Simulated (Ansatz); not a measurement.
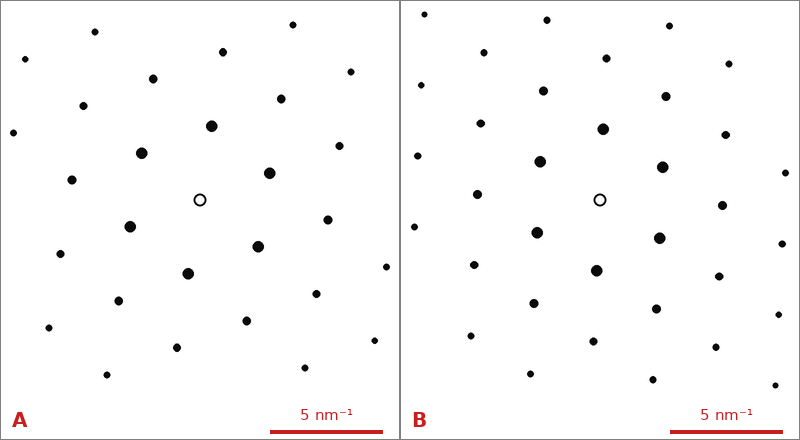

Kinematic electron diffraction patterns (300 kV, B = 0.5 Å², same scale, each along a low-index zone) of two structures of composition CsGa, each relaxed at zero pressure with DFT PBE, scalar-relativistic, plane waves, PAW (Ansatz).

The structures (standard cells):
1. Pm-3m (No. 221), a = 4.436 Å, 2 atoms; generated start, possibly hypothetical
2. Fd-3m (No. 227), a = 8.402 Å, 16 atoms; generated start, possibly hypothetical

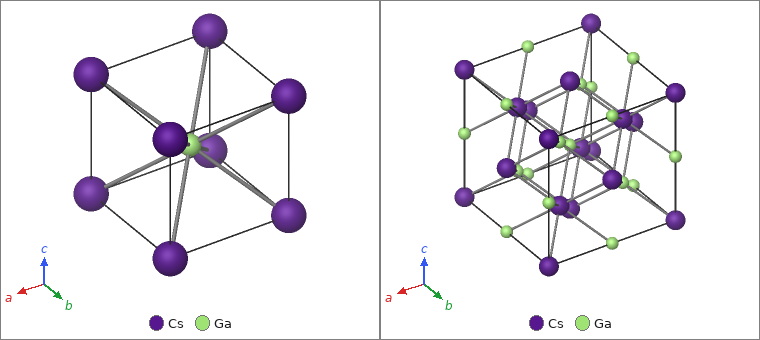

Drawings of the structures 1 to 2, from left to right (each may span several cells).

Question: Which pattern belongs to which structure, and along which zone?

Answer: A is structure 2 along [111] or an equivalent direction: hexagonal net of -2 2 0 at d = 2.97 Å and -2 0 2 at d = 2.97 Å, 60.0° apart. B is structure 1 along [111] or an equivalent direction: hexagonal net of -1 1 0 at d = 3.14 Å and -1 0 1 at d = 3.14 Å, 60.0° apart.

Question: Rank the structures by their computed energy.

Answer: Structure 2 (Fd-3m, 37.07 Å³ an atom) is the lowest of these; structure 1 (Pm-3m, 43.66 Å³ an atom) lies about 120 meV an atom higher. These are static energies at 0 K; other structures, not shown, may lie lower still.
